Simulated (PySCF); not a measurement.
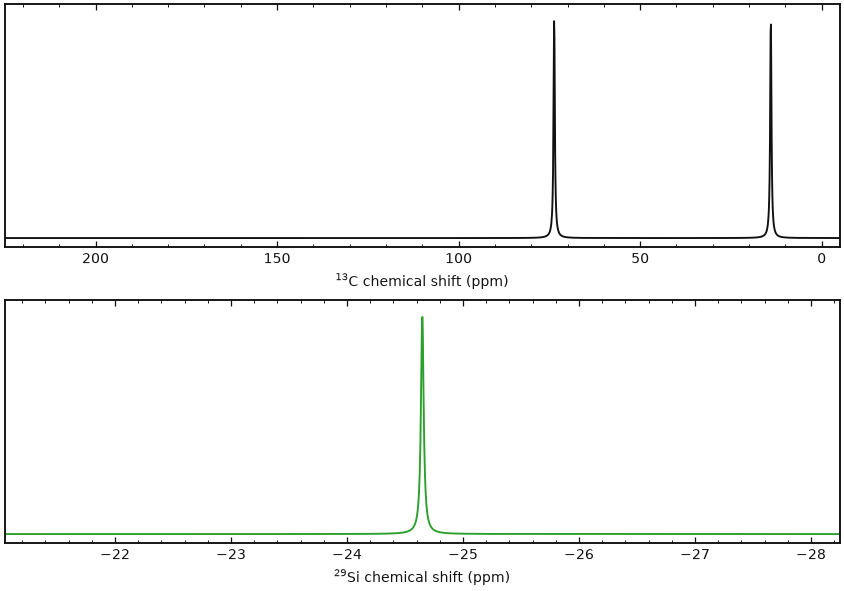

GIAO shifts, PBE0/6-311+G(2d,p) in PySCF, at a PBE0-D3(BJ)/def2-SVP geometry (no frequency check), against TMS for ¹³C and TMS for ²⁹Si computed at the same level. Gas phase, fully decoupled, line heights follow the number of nuclei, widths are arbitrary (no quadrupolar broadening); values of one conformer, averaged over methyl-type rotors and exact or near symmetry; other conformers aren't averaged in.

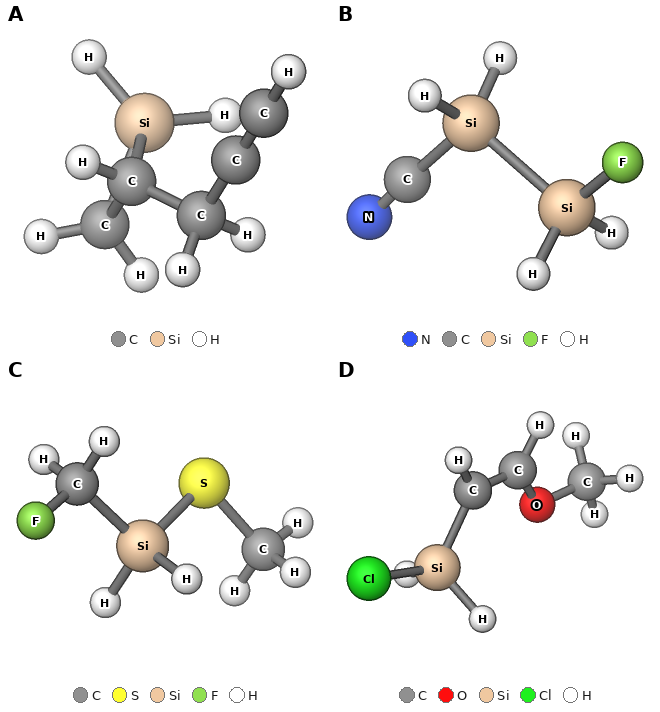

### Which molecule was computed? Choose among the lettered structures.

Structure C, C₂H₇FSSi, SMILES CS[SiH2]CF. Its ¹³C signals: 73.7 (1 C), 14.0 (1 C) ppm. Its ²⁹Si signals: −24.6 (1 Si) ppm.
